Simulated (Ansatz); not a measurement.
**Dielectric function and optical constants of W**

What colour and refractive index does W have at this level of theory?

Method: DFT, PBE, plane-wave PAW, default files, scalar-relativistic, independent-particle optical response without local fields, in Ansatz 0.2.0.

**1. The structure**

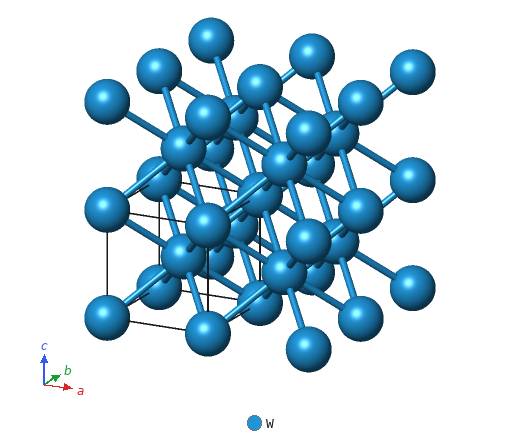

The cell as given, from a free direction (tungsten blue). 2×2×2 cells are drawn. This picture shows the conventional cell, with its axes. Some periodic images of atoms are drawn too.

**2. Ground state and bands**

The self-consistent density comes first; it also tells whether there is a gap, which decides the occupations and the need for a Drude term.

This step: DFT, PBE, plane-wave PAW, default files, scalar-relativistic, ground state (Ansatz 0.2.0).

Contents of input.yaml:

```yaml
crystal:
  lattice:
    - [-1.582345, 1.582345, 1.582345]
    - [1.582345, -1.582345, 1.582345]
    - [1.582345, 1.582345, -1.582345]
  atoms:
    - { symbol: W, position: [0.0, 0.0, 0.0] }
kpoints:
  mp_grid: { grid: [11, 11, 11] }
  band_path:
    path:
      - [[0.0, 0.0, 0.0], [0.5, -0.5, 0.5], [0.0, 0.0, 0.5], [0.0, 0.0, 0.0], [0.25, 0.25, 0.25], [0.5, -0.5, 0.5]]
      - [[0.25, 0.25, 0.25], [0.0, 0.0, 0.5]]
    npoints: 8
scf:
  occupations: { method: fermi_dirac, width: 0.05 }
  n_extra_bands: 6
hamiltonian:
  xc: pbe
  pseudopotentials: { kind: paw }
output:
  forces: true
  stress: true
  populations: true
  write_bands: true
```

Started as:

```bash
$ ansatz run input.yaml --threads 4 --pin off --max-ram 8192MiB --backend cpu --events-out ev --progress --plain --runs-dir out
```

Numbers of over 12 decimals in the logs are rounded to 6 here.

The log of the run:

```text
scf.n_extra_bands = 6 over 7 filled bands (N_el = 14.0): the run solves 13 bands
Engine: ansatz 0.2.0, x86_64-unknown-linux-gnu
Pseudopotentials: kind: paw
Pseudopotential: W, paw, valence charge 14, recommended cutoff 420 eV (normal), W.paw.azcp
Functional definition: PBE
  parameter kappa = 0.804
  parameter beta = 0.066725
  exchange = pbe_x(kappa = kappa, mu = beta*pi^2/3)
  correlation = pbe_c(beta = beta)
Crystal: 1 atoms, lattice volume = 15.848 Å³
Basis set: ecut = 420 eV, 321 PW (Γ), exchange–correlation on 40×40×40 points (8 copies of the dense FFT grid, shifted against one another)
Bands: 13, of which v1, the nominal top of the filled ones, is band 7 counted from 1 (6 counted from 0)
Symmetry: 48 space group operations
Space group: Im-3m (ITA 229), of the structure as read, at distance tolerance 2.5e-5 Å
k-points: 56 of 1331
Non-local potential: W, projectors of the file, l = 0: 3, l = 1: 2, l = 2: 2, l = 3: 1
PAW form: soft (Blöchl's): semilocal exchange-correlation on the pseudo side does not see the compensation charge
PAW one-centre angular grid: W, 590 points (default); XC on 64 Gauss nodes
Initial density: superposition of atomic densities (neutral atoms: chi_scale 0, normalization atom), corrected by the library's trained network
Initial wavefunctions: pseudopotential atomic-orbital guess
Functional: x = pbe(κ = 0.804, μ = 0.219515), c = pbe(β = 0.066725)
SCF iter   1: F=—  HF=-10384.799747 eV  |F-HF|=—  |Δ(HF+E_count)|=         —  Δρ=1.93e-3  dr2=2.62e-4  ethr=1.77e-3  ⟨swp⟩=5.1  Hψ=3745  notcnv=0  defer=9
preconditioner: auto → none  [metal: Δε(μ)=0.039 eV  Ē_g=12.504 eV  σ=0.050 eV  W_gap=0.19  n_scr=0 (ndim 8)  ℏωp=22.8 eV  f_vac=0.000  D(μ)=0.82/eV (n_scr^D=12)]
SCF iter   2: F=—  HF=-10384.799377 eV  |F-HF|=—  |Δ(HF+E_count)|=   3.69e-4  Δρ=8.30e-4  dr2=1.82e-5  ethr=1.87e-6  ⟨swp⟩=2.4  Hψ=1481  notcnv=0  defer=22
SCF iter   3: F=—  HF=-10384.799404 eV  |F-HF|=—  |Δ(HF+E_count)|=   2.64e-5  Δρ=3.37e-4  dr2=2.88e-6  ethr=1.30e-7  ⟨swp⟩=1.3  Hψ=716  notcnv=0  defer=22
iter 4 did not close the SCF: its close was put off for the readings that it lacked (scf_convergence_deferred on its scf_iter line)
SCF iter   4: F=-10384.799410 eV  HF=-10384.799410 eV  |F-HF|=5.21e-9  |Δ(HF+E_count)|=   5.73e-6  Δρ=1.58e-5  dr2=1.32e-8  ethr=2.06e-8  ⟨swp⟩=2.2  Hψ=880  notcnv=0  defer=22
iter 5 did not close the SCF: its close was put off for the readings that it lacked (scf_convergence_deferred on its scf_iter line)
SCF iter   5: F=-10384.799410 eV  HF=-10384.799410 eV  |F-HF|=3.64e-11  |Δ(HF+E_count)|=   6.13e-9  Δρ=9.54e-7  dr2=7.40e-11  ethr=9.42e-11  ⟨swp⟩=2.0  Hψ=975  notcnv=0  defer=22
SCF iter   6: F=-10384.799410 eV  HF=-10384.799410 eV  |F-HF|=3.64e-12  |Δ(HF+E_count)|=  9.09e-12  Δρ=1.78e-7  dr2=1.57e-12  ethr=1.00e-12  ⟨swp⟩=3.8  Hψ=2660  notcnv=0
SCF 1 converged in 6 iterations: F = -10384.799410 eV  dr2 = 1.57e-12
  greatest PAW one-centre occupation: 1.000 electrons in one spin orbital (limit 2), on the W atom at site 0 (counted from 0), in its partial waves of l = 0
NSCF: frozen V_eff on 50 k-points
SCF converged after 6 iterations
Free energy (F): -10384.799410 eV
Harris-Foulkes:  -10384.799410 eV  (|F-HF|=3.64e-12)
Internal energy: -10384.792926 eV  (E = F + TS)
E sigma→0 (E₀):  -10384.796168 eV
Entropy (-TS):   -0.006484 eV (-6.484 meV/atom)
Fermi energy:    22.631665 eV
--- Per-component energies (eV) ---
  E_band       = -81.204711
  E_kinetic    = 450.451149
  E_local      = -598.439783  (includes V_loc(G=0)·N_el)
  E_nonlocal   = 0.371102
  E_hartree    = 215.217499
  E_xc         = -267.149926
  E_vxc        = -239.067124  (∫ρ·V_xc dr)
  E_paw        = -8562.474233  (= ΣΔE_a)
  E_vpaw       = -124.954985  (= ΣTr[D̂ρ^β])
  E_aug_tail   = -0.000058  (compensation charges beyond the density's cutoff)
  E_ewald      = -1622.768677
  E_smearing   = -0.006484  (= −TS)
  E_closure    = -0.000000  (closes the sum)
  Σ components = -10384.799410   (vs F -10384.799410, Δ=0.00e0)
--- Forces (eV/Å), atoms counted from 1 ---
  atom   1  W     -0.00000000     0.00000000     0.00000000
  max |Σ_I F_I| component: 2.38e-31 eV/Å
--- Stress (GPa, compression-positive) ---
        5.907639       0.000000      -0.000000
        0.000000       5.907639       0.000000
        0.000000       0.000000       5.907639
  P = ⅓ Tr σ = 5.9076 GPa (59.076 kbar)
--- Band table (eV; the first three rows and the last of 56) ---
  k-point 0: bands = [... 3 lower, -15.0713, 12.9979, 21.3930, 21.3930, 21.3930, 24.8828, 24.8828, 37.1406, ... 2 higher]
  k-point 1: bands = [... 3 lower, -15.0718, 13.3936, 21.1568, 21.3296, 21.7798, 24.5365, 24.8891, 37.4608, ... 2 higher]
  k-point 2: bands = [... 3 lower, -15.0733, 14.4525, 20.5803, 21.0213, 22.9050, 24.1610, 24.9513, 37.8905, ... 2 higher]
  k-point 55: bands = [... 3 lower, -15.9578, 16.8937, 16.9499, 26.9419, 26.9419, 27.5939, 30.2159, 31.9480, ... 2 higher]
--- Löwdin populations: 1 site ---
  site symbol       q [e]
     0      W     13.8584
  spilling = 0.010115 (of n_electrons = 14.000000)
```

Wall time 6.6 s (4 threads of Intel Xeon Platinum 8488C (Sapphire Rapids), shared host); peak memory 0.4 GiB; 2.8 s of CPU time.

Numbers from this step:

| Quantity | Value |
| --- | --- |
| free energy | -10384.7994 eV |
| Fermi energy | 22.63 eV |
| electrons | 14 |
| symmetry operations | 48 |
| pressure | 5.908 GPa |
| volume | 15.85 Å³ |
| gap on the path | 0 eV |

There are states at the Fermi level within the smearing, so the occupations stay smeared and the carriers get a Drude term. The cell is left with a pressure of 5.9 GPa, as it stands unrelaxed at this level.

The electronic bands at the labelled points (eV, zero at the Fermi level; # counts the bands kept):

```
    point     #1     #2     #3     #4    #5    #6     #7
        Γ  -9.63  -1.24  -1.24  -1.24  2.25  2.25  14.51
        H  -5.84  -5.84   5.16   5.16  5.16  8.25   8.25
        N  -6.28  -3.58   0.69   2.15  3.13  6.16  11.09
        Γ  -9.63  -1.24  -1.24  -1.24  2.25  2.25  14.51
        P  -2.97  -2.97  -2.97   3.30  3.30  6.64  12.24
        H  -5.84  -5.84   5.16   5.16  5.16  8.25   8.25
jump to P  -2.97  -2.97  -2.97   3.30  3.30  6.64  12.24
        N  -6.28  -3.58   0.69   2.15  3.13  6.16  11.09
```

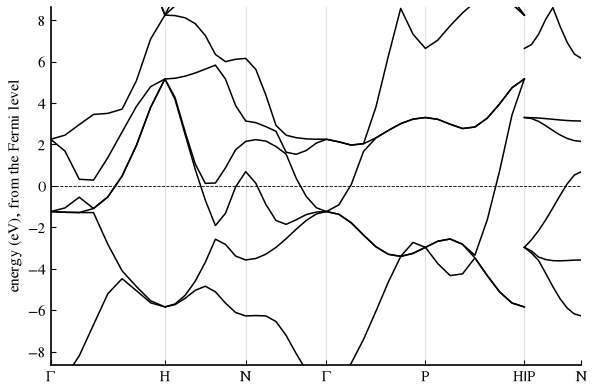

Electronic bands along the path.

**3. Spectrum**

With the density converged, the vertical transitions are summed over the zone.

This step: DFT, PBE, plane-wave PAW, default files, scalar-relativistic, independent-particle optical response without local fields (Ansatz 0.2.0).

input.yaml, the sections that differ from step 2:

```yaml
kpoints:
  mp_grid: { grid: [14, 14, 14] }
scf:
  occupations: { method: fermi_dirac, width: 0.05 }
output:
  optics:
    e_range: [0, 14]
    de: 0.05
    sigma: 0.1
    drude_damping: 0.05
    nscf_kmesh: { grid: [20, 20, 20] }
    bands: { spectra_wanted_up_to: 14 }
# crystal, hamiltonian: as in step 2
```

The log of the run:

```text
[...]
Crystal: 1 atoms, lattice volume = 15.848 Å³
Basis set: ecut = 420 eV, 321 PW (Γ)
Bands: 11, of which v1, the nominal top of the filled ones, is band 7 counted from 1 (6 counted from 0)
[... 1 set-up line as in the run before ...]
[...]
k-points: 104 of 2744
[...]
SCF iter   1: F=—  HF=-10384.812916 eV  |F-HF|=—  |Δ(HF+E_count)|=         —  Δρ=1.81e-3  dr2=1.79e-4  ethr=1.77e-3  ⟨swp⟩=5.1  Hψ=6077  notcnv=0
[...]
SCF iter   8: F=-10384.812645 eV  HF=-10384.812645 eV  |F-HF|=0.00e0  |Δ(HF+E_count)|=  2.24e-10  Δρ=1.27e-7  dr2=2.13e-12  ethr=1.00e-12  ⟨swp⟩=1.5  Hψ=3461  notcnv=0
SCF 1 converged in 8 iterations: F = -10384.812645 eV  dr2 = 2.13e-12
[...]
NSCF: frozen V_eff on 256 k-points
output.optics: what the bands over the 17 summed would add to eps1, eps2 and the energy-loss function is held between a lower and an upper bound (5 Lanczos steps). eps1, eps2 and their loss function (loss_summed_bands) are given on every row as the summed bands alone make them. Along an axis, on a row where the two bounds hold the loss function to about 1 % of the greater of itself and 0.5 % of |1/eps|, its cell (loss_completed) is given, with the completed eps1 and eps2 that it is formed of (a cell that is left empty reads nan in the table and null in the record). The two bounds hold it so along every axis on all 280 rows up to 14.000 eV. [rest of the remark cut]
SCF converged after 8 iterations
Free energy (F): -10384.812645 eV
[...]
Internal energy: -10384.806317 eV  (E = F + TS)
E sigma→0 (E₀):  -10384.809481 eV
Entropy (-TS):   -0.006328 eV (-6.328 meV/atom)
Fermi energy:    22.724214 eV
[...]
--- Band table (eV; the first three rows and the last of 104) ---
  k-point 0: bands = [... 3 lower, -15.0880, 12.9975, 21.3830, 21.3830, 21.3830, 24.8748, 24.8748, 37.1420]
  k-point 1: bands = [... 3 lower, -15.0883, 13.2441, 21.2342, 21.3480, 21.6224, 24.6430, 24.8777, 37.3482]
  k-point 2: bands = [... 3 lower, -15.0893, 13.9369, 20.8432, 21.1791, 22.3274, 24.2532, 24.9046, 37.7827]
  k-point 103: bands = [... 3 lower, -15.9926, 16.7859, 16.7859, 27.7814, 27.7814, 27.7814, 30.8754, 30.8754]
```

The job ended after 8.8 s (4 threads; peak memory 1.2 GiB; 32 s of CPU time).

Read-outs, printed or worked out from the files:

| Quantity | Value |
| --- | --- |
| main peak of the optical conductivity above 1 eV, first axis | 5.213 eV |
| Drude plasma energy, first axis | 7.703 eV |
| bands summed | 17 |
| spectra valid up to | 26.69 eV |
| program's estimate of the k-sum error in Im epsilon | 0.17 % |
| electrons in the f-sum | 12.26 |

The Im ε, any direction has structure finer than the step of the table below, so its rows give means over 0.5 eV, whole bins alone (the curve runs from 0.3 to 14 eV). Peaks (eV: height): 2.10: 28.3, 5.20: 32.2.

Table of Im ε, any direction by photon energy; means over each step:

```
photon energy (eV)  Im ε, any direction
               1.0                 24.0
               1.5                 21.2
               2.0                 27.3
               2.5                 23.9
               3.0                 21.9
               3.5                 20.9
               4.0                 18.5
               4.5                 19.0
               5.0                 26.4
               5.5                 23.2
               6.0                 12.3
               6.5                 7.98
               7.0                 5.56
               7.5                 4.08
               8.0                 3.21
               8.5                 3.40
               9.0                 3.15
               9.5                 3.66
              10.0                 4.27
              10.5                 4.50
              11.0                 4.08
              11.5                 3.59
              12.0                 3.06
              12.5                 2.92
              13.0                 2.58
              13.5                 2.07
```

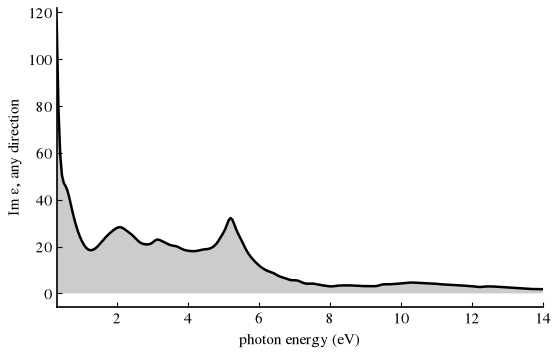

Im ε, any direction, plotted against photon energy.

Table of Re ε, any direction by photon energy:

```
photon energy (eV)  Re ε, any direction
                 1                -34.4
                 2                 5.93
                 3                 4.97
                 4                 1.94
                 5                 4.20
                 6                -12.8
                 7                -7.58
                 8                -4.13
                 9                -2.04
                10               -0.966
                11                -2.02
                12                -2.01
                13                -1.78
                14                -1.13
```

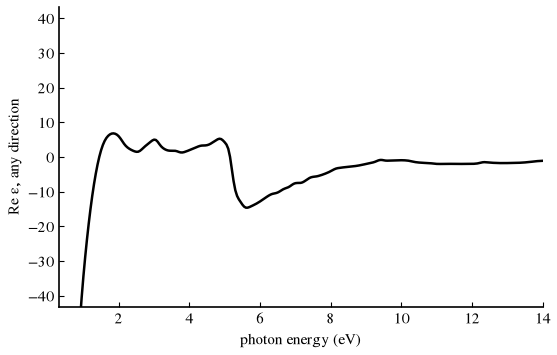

Re ε, any direction, plotted against photon energy. Below 1 eV the curve runs off the scale.

Values under 1 per cm are given as 1. Table of absorption coefficient, any direction by photon energy:

```
photon energy (eV)  absorption coefficient, any direction (1/cm)
              1.00                                         6.2e5
              2.00                                         6.8e5
              3.00                                         8.9e5
              4.00                                         1.2e6
              5.00                                         1.7e6
              6.00                                         2.4e6
              7.00                                         2.1e6
              8.00                                         1.7e6
              9.00                                         1.6e6
             10.00                                         1.7e6
             11.00                                         2.0e6
             12.00                                         2.1e6
             13.00                                         2.1e6
             14.00                                         1.8e6
```

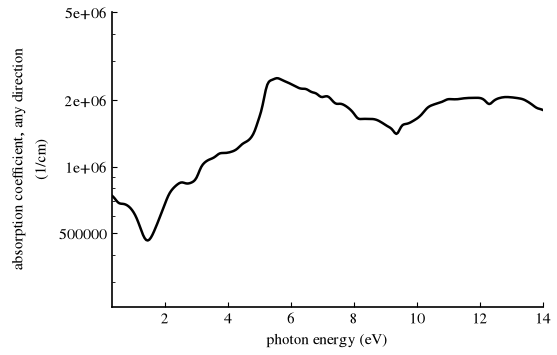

Absorption coefficient, any direction, plotted against photon energy.

The reflectivity at normal incidence, any direction by photon energy; read off at these points:

```
photon energy (eV)  reflectivity at normal incidence, any direction (%)
               1.0                                                 83.9
               2.0                                                 56.2
               2.2                                                 57.0
               3.0                                                 51.8
               4.0                                                 50.4
               5.0                                                 55.5
               6.0                                                 71.6
               7.0                                                 68.8
               8.0                                                 62.5
               9.0                                                 44.0
              10.0                                                 34.6
              11.0                                                 42.3
              12.0                                                 43.9
              13.0                                                 43.1
              13.4                                                 43.8
              14.0                                                 37.7
```

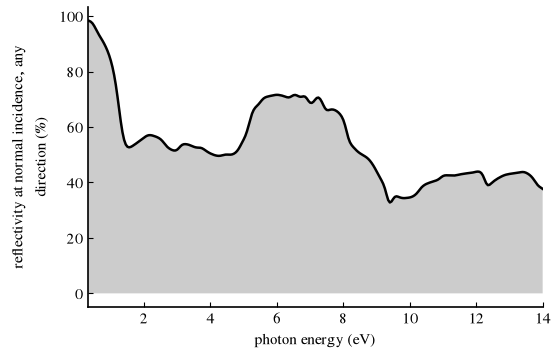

Reflectivity at normal incidence, any direction against photon energy.

The refractive index n and extinction k by photon energy:

```
photon energy (eV)      n     k
                 1   1.85  6.15
                 2   4.16  3.37
                 3   3.69  2.94
                 4   3.18  2.86
                 5   3.91  3.32
                 6   1.54  3.90
                 7  0.968  2.92
                 8  0.707  2.15
                 9  0.920  1.70
                10   1.30  1.63
                11   1.13  1.82
                12  0.913  1.69
                13  0.823  1.57
                14  0.709  1.28
```

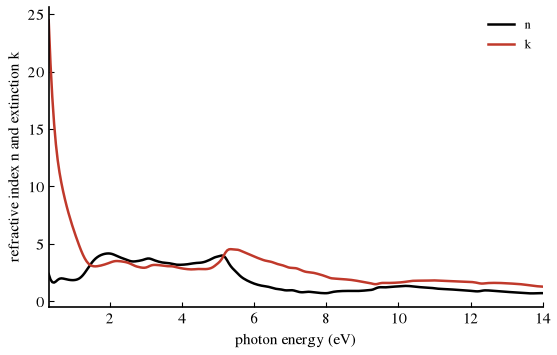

Refractive index n and extinction k against photon energy.

At chosen wavelengths:

```
wavelength (nm)     n      k  R (%)     1/α
           1064  2.03  4.694   73.9   18 nm
            633  4.16  3.320   55.8   15 nm
            532  3.77  3.467   56.6   12 nm
            450  3.50  3.017   52.3   12 nm
            405  3.72  3.015   52.6   11 nm
            365  3.41  3.131   53.4  9.3 nm
            308  3.19  2.850   50.3  8.6 nm
```

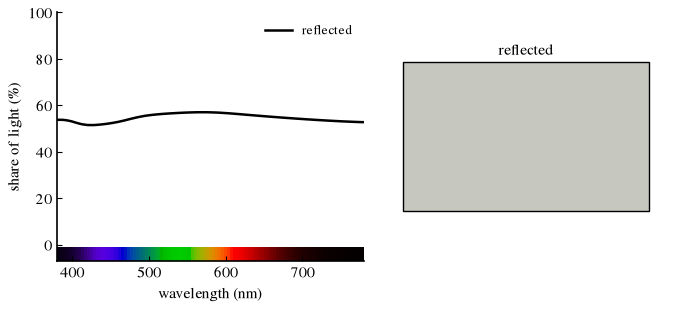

Light reflected across the visible range, with the colour that it makes of daylight (sRGB).

In reflection the computed colour is light grey: x = 0.317, y = 0.338, luminous reflectivity 56 %.

**4. Summary of results**

```json
{
  "gap on the path": "0 eV",
  "main peak of the optical conductivity above 1 eV, first axis": "5.21 eV",
  "Drude plasma energy, first axis": "7.70 eV"
}
```

In words: At this level (PBE, independent particles) W is a metal with a Drude plasma energy of 7.7 eV; it reflects 57 % at 550 nm. Along x the bare Drude plasma energy is 7.7 eV; Re ε first rises through zero at 1.45 eV, far lower, because interband transitions screen the carriers. Im ε is 20 there, so the loss peak at that energy is weak. In reflection the computed colour is light grey: x = 0.317, y = 0.338, luminous reflectivity 56 %. In the base run ε includes the program's bounded estimate of what the bands above those summed add. The carriers' damping of 0.05 eV is typed, not computed; at 0.8 eV the carriers give 18 % of Im ε along the first axis; the rest comes from the sum over bands, which at low energy also holds close bands and the noise of the mesh. Spin-orbit coupling is left out although heavy atoms are present. The Fermi-Dirac width of 0.05 eV acts as an electron temperature of 580 K in the carriers' term.

[Logs are printed without paths, hosts, clocks, repeated set-up lines and the standing remarks that a program may print on its own settings, such as how far it seeks lower states.]

[Hosts, paths, dates, database ids (printed as entryN), source tags and the programs' standing remarks are cut or masked in the printed files.]
